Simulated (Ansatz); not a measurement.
# Geometry relaxation of CH5ClFNSi2 (part 2 of 2)

Continued. System: CH5ClFNSi2. Method: RKS PBE0-D4/def2-TZVP (Ansatz 0.2.0). The geometry: PBE-D4/def2-SVP start.

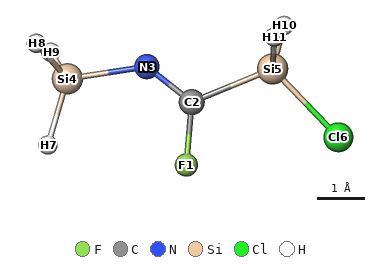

Figure 1. The geometry at step 11 of the log (ball-and-stick view, seen on its broad side; atoms are numbered from 1 in the order of the input).

## Trajectory as extended XYZ, continued
```
11
Properties=species:S:1:pos:R:3:forces:R:3 step=6 energy=-33591.38724
F    -1.0663    1.3836    0.2139    0.0103   0.0062  -0.0106
C    -0.1373    0.4987   -0.2287   -0.0243  -0.0438   0.0214
N     0.1024   -0.5746    0.3412    0.0107   0.0274  -0.0098
Si   -0.5511   -1.3171    1.7782   -0.0034  -0.0028   0.0074
Si    0.8101    0.9440   -1.8094    0.0106   0.0129  -0.0041
Cl    0.3089    2.8114   -2.4727   -0.0025   0.0032  -0.0034
H    -1.7613   -0.6458    2.3170    0.0003   0.0001   0.0025
H    -0.8764   -2.7172    1.4183   -0.0021   0.0010  -0.0029
H     0.5307   -1.2954    2.7922    0.0010  -0.0017  -0.0011
H     2.2515    0.9082   -1.4884    0.0001  -0.0025  -0.0013
H     0.4543   -0.0528   -2.8409   -0.0006   0.0000   0.0020
11
Properties=species:S:1:pos:R:3:forces:R:3 step=7 energy=-33591.38715 accepted=F
F    -1.0754    1.3895    0.2049    0.0014  -0.0226   0.0144
C    -0.1409    0.5049   -0.2260    0.0104   0.0200  -0.0485
N     0.1051   -0.5631    0.3494    0.0006  -0.0134   0.0138
Si   -0.5482   -1.3176    1.7787   -0.0069   0.0186   0.0138
Si    0.8095    0.9421   -1.8073    0.0065   0.0127   0.0058
Cl    0.3116    2.8080   -2.4767   -0.0007   0.0100  -0.0103
H    -1.7577   -0.6483    2.3204   -0.0077  -0.0025   0.0117
H    -0.8735   -2.7129    1.4046   -0.0083  -0.0176  -0.0028
H     0.5325   -1.3050    2.7931    0.0064  -0.0033   0.0066
H     2.2507    0.9034   -1.4859   -0.0004  -0.0007  -0.0009
H     0.4518   -0.0580   -2.8348   -0.0013  -0.0014  -0.0035
11
Properties=species:S:1:pos:R:3:forces:R:3 step=8 energy=-33591.38737
F    -1.0706    1.3824    0.2084   -0.0036   0.0031  -0.0066
C    -0.1396    0.4979   -0.2302    0.0043  -0.0212   0.0211
N     0.1036   -0.5721    0.3440    0.0025   0.0157  -0.0127
Si   -0.5501   -1.3168    1.7796   -0.0065  -0.0030   0.0089
Si    0.8108    0.9448   -1.8092    0.0000   0.0041  -0.0085
Cl    0.3087    2.8117   -2.4743    0.0015  -0.0039   0.0014
H    -1.7585   -0.6447    2.3220    0.0038   0.0004   0.0014
H    -0.8796   -2.7150    1.4156   -0.0005   0.0026  -0.0021
H     0.5327   -1.3009    2.7927   -0.0006  -0.0011  -0.0034
H     2.2519    0.9082   -1.4870   -0.0021   0.0017   0.0004
H     0.4562   -0.0526   -2.8408    0.0013   0.0015   0.0000
11
Properties=species:S:1:pos:R:3:forces:R:3 step=9 energy=-33591.38760
F    -1.0914    1.3746    0.1872   -0.0059  -0.0066   0.0013
C    -0.1440    0.4982   -0.2326    0.0127  -0.0088   0.0107
N     0.1082   -0.5627    0.3540    0.0016   0.0085  -0.0155
Si   -0.5472   -1.3154    1.7841   -0.0077   0.0048   0.0080
Si    0.8126    0.9446   -1.8085   -0.0023   0.0075  -0.0051
Cl    0.3084    2.8100   -2.4768    0.0022  -0.0052   0.0008
H    -1.7458   -0.6364    2.3403    0.0079  -0.0035   0.0007
H    -0.8930   -2.7056    1.4039   -0.0005   0.0047   0.0022
H     0.5410   -1.3227    2.7918   -0.0055  -0.0013  -0.0063
H     2.2527    0.9120   -1.4815   -0.0038  -0.0003   0.0019
H     0.4641   -0.0537   -2.8413    0.0014   0.0002   0.0013
11
Properties=species:S:1:pos:R:3:forces:R:3 step=10 energy=-33591.38776
F    -1.1185    1.3602    0.1613    0.0090  -0.0222   0.0039
C    -0.1490    0.4969   -0.2368   -0.0046  -0.0023   0.0108
N     0.1139   -0.5540    0.3629    0.0012   0.0190  -0.0219
Si   -0.5435   -1.3129    1.7883   -0.0080   0.0014   0.0150
Si    0.8148    0.9464   -1.8080   -0.0016  -0.0018   0.0080
Cl    0.3070    2.8097   -2.4796    0.0048  -0.0107   0.0009
H    -1.7269   -0.6226    2.3639    0.0122  -0.0058  -0.0048
H    -0.9134   -2.6934    1.3932    0.0017   0.0133   0.0045
H     0.5522   -1.3495    2.7877   -0.0117  -0.0004  -0.0126
H     2.2527    0.9172   -1.4713   -0.0027   0.0050  -0.0017
H     0.4762   -0.0551   -2.8412   -0.0002   0.0045  -0.0021
11
Properties=species:S:1:pos:R:3:forces:R:3 step=11 energy=-33591.38787
F    -1.1300    1.3499    0.1525    0.0214  -0.0275  -0.0050
C    -0.1518    0.4926   -0.2395   -0.0154   0.0088   0.0172
N     0.1159   -0.5545    0.3645    0.0037   0.0174  -0.0206
Si   -0.5424   -1.3114    1.7906   -0.0082  -0.0056   0.0124
Si    0.8160    0.9466   -1.8070    0.0005   0.0019  -0.0016
Cl    0.3062    2.8083   -2.4802   -0.0031   0.0015   0.0015
H    -1.7169   -0.6127    2.3741    0.0126  -0.0050  -0.0053
H    -0.9266   -2.6874    1.3925    0.0032   0.0155   0.0062
H     0.5579   -1.3608    2.7844   -0.0130  -0.0002  -0.0122
H     2.2531    0.9249   -1.4667   -0.0034  -0.0043   0.0029
H     0.4841   -0.0526   -2.8446    0.0018  -0.0025   0.0045
11
Properties=species:S:1:pos:R:3:forces:R:3 step=12 energy=-33591.38799
F    -1.1381    1.3391    0.1473    0.0221  -0.0159  -0.0093
C    -0.1534    0.4883   -0.2424   -0.0291   0.0180   0.0108
N     0.1179   -0.5573    0.3623    0.0110   0.0022  -0.0053
Si   -0.5415   -1.3097    1.7908   -0.0043  -0.0088   0.0046
Si    0.8168    0.9481   -1.8066    0.0020  -0.0066   0.0050
Cl    0.3021    2.8084   -2.4790   -0.0036   0.0023  -0.0006
H    -1.7066   -0.6009    2.3802    0.0081  -0.0036  -0.0039
H    -0.9393   -2.6821    1.3940    0.0026   0.0133   0.0049
H     0.5628   -1.3691    2.7790   -0.0092  -0.0008  -0.0069
H     2.2523    0.9306   -1.4599   -0.0007  -0.0012  -0.0006
H     0.4926   -0.0527   -2.8452    0.0010   0.0011   0.0014
11
Properties=species:S:1:pos:R:3:forces:R:3 step=13 energy=-33591.38806
F    -1.1459    1.3307    0.1406    0.0132  -0.0082  -0.0066
C    -0.1549    0.4857   -0.2443   -0.0186   0.0186   0.0035
N     0.1213   -0.5569    0.3633    0.0077  -0.0083   0.0013
Si   -0.5404   -1.3084    1.7914   -0.0016  -0.0048   0.0040
Si    0.8177    0.9487   -1.8059    0.0001  -0.0061   0.0032
Cl    0.2971    2.8073   -2.4787   -0.0016   0.0018  -0.0013
H    -1.6970   -0.5912    2.3866    0.0038  -0.0023  -0.0027
H    -0.9510   -2.6762    1.3928    0.0018   0.0085   0.0011
H     0.5660   -1.3797    2.7760   -0.0047  -0.0011  -0.0034
H     2.2524    0.9358   -1.4554   -0.0004   0.0008  -0.0005
H     0.5003   -0.0529   -2.8458    0.0002   0.0010   0.0014
11
Properties=species:S:1:pos:R:3:forces:R:3 step=14 energy=-33591.38809
F    -1.1545    1.3219    0.1327    0.0033   0.0029   0.0037
C    -0.1548    0.4847   -0.2443   -0.0112  -0.0038  -0.0122
N     0.1271   -0.5547    0.3666    0.0058   0.0008   0.0056
Si   -0.5388   -1.3069    1.7927   -0.0012  -0.0016  -0.0028
Si    0.8184    0.9489   -1.8051    0.0065   0.0045   0.0067
Cl    0.2904    2.8045   -2.4809   -0.0022  -0.0019  -0.0031
H    -1.6865   -0.5808    2.3936    0.0011   0.0002   0.0020
H    -0.9649   -2.6674    1.3870    0.0004  -0.0006  -0.0001
H     0.5687   -1.3958    2.7739   -0.0015   0.0000   0.0008
H     2.2524    0.9446   -1.4518    0.0000  -0.0019  -0.0016
H     0.5080   -0.0560   -2.8439   -0.0010   0.0015   0.0010
11
Properties=species:S:1:pos:R:3:forces:R:3 step=15 energy=-33591.38809
F    -1.1598    1.3171    0.1280   -0.0076  -0.0003   0.0024
C    -0.1569    0.4828   -0.2461    0.0193   0.0006   0.0085
N     0.1304   -0.5530    0.3687   -0.0095   0.0074  -0.0057
Si   -0.5377   -1.3060    1.7934    0.0006  -0.0011  -0.0027
Si    0.8196    0.9500   -1.8038   -0.0051  -0.0042  -0.0057
Cl    0.2848    2.8020   -2.4851    0.0023  -0.0041   0.0018
H    -1.6782   -0.5735    2.4003    0.0002  -0.0001   0.0016
H    -0.9748   -2.6614    1.3824   -0.0008  -0.0022   0.0011
H     0.5709   -1.4077    2.7721   -0.0004   0.0005  -0.0002
H     2.2528    0.9501   -1.4475   -0.0014   0.0028   0.0003
H     0.5145   -0.0574   -2.8417    0.0025   0.0007  -0.0014
11
Properties=species:S:1:pos:R:3:forces:R:3 step=16 energy=-33591.38812
F    -1.1559    1.3211    0.1317   -0.0009   0.0003   0.0019
C    -0.1553    0.4848   -0.2446    0.0033  -0.0022  -0.0005
N     0.1288   -0.5532    0.3680   -0.0041   0.0026  -0.0014
Si   -0.5387   -1.3069    1.7925    0.0024   0.0009   0.0026
Si    0.8191    0.9496   -1.8043    0.0002  -0.0005  -0.0015
Cl    0.2863    2.8020   -2.4853    0.0003  -0.0008   0.0002
H    -1.6822   -0.5778    2.3977   -0.0012  -0.0006  -0.0011
H    -0.9701   -2.6649    1.3837   -0.0007   0.0004  -0.0007
H     0.5689   -1.4027    2.7730    0.0007  -0.0008  -0.0008
H     2.2528    0.9483   -1.4500   -0.0001   0.0013   0.0003
H     0.5119   -0.0575   -2.8420    0.0002  -0.0006   0.0009
```

The run was set up as follows.

## Input file
```yaml
crystal:
  periodic: [false, false, false]
  atoms:
    - {symbol: F, position_ang: [-1.056892, 1.430403, 0.217211]}
    - {symbol: C, position_ang: [-0.140925, 0.517606, -0.231522]}
    - {symbol: N, position_ang: [0.093231, -0.578354, 0.337116]}
    - {symbol: Si, position_ang: [-0.561638, -1.336970, 1.796307]}
    - {symbol: Si, position_ang: [0.815917, 0.955790, -1.827427]}
    - {symbol: Cl, position_ang: [0.315551, 2.852243, -2.512509]}
    - {symbol: H, position_ang: [-1.798743, -0.680895, 2.349341]}
    - {symbol: H, position_ang: [-0.867587, -2.762552, 1.441987]}
    - {symbol: H, position_ang: [0.533040, -1.301504, 2.824553]}
    - {symbol: H, position_ang: [2.278230, 0.908503, -1.507634]}
    - {symbol: H, position_ang: [0.455317, -0.061371, -2.866823]}
basis:
  gaussian: {orbitals: def2-TZVP}
hamiltonian: {xc: pbe0, dispersion: d4}
relax: {f_tol: 0.005, max_steps: 150}
```

Launch command:
```bash
ansatz run in.yaml --threads 4 --pin off --events-out ev --progress --plain --max-ram 10444MiB
```

## Summary

```tsv
quantity	value
outcome	converged
total energy	−33591.3882 eV
mean-field energy	−33591.1416 eV
dispersion energy	−0.2466 eV
SCF solution under orbital rotations	stable
largest force (length of the vector) at the end	0.005 eV/Å
dipole moment	1.05 D
hardware	4 threads of Intel Xeon, 15 GiB of memory available, shared host
wall time	43 s (CPU time 2.6 min)
peak memory	0.78 GiB
```
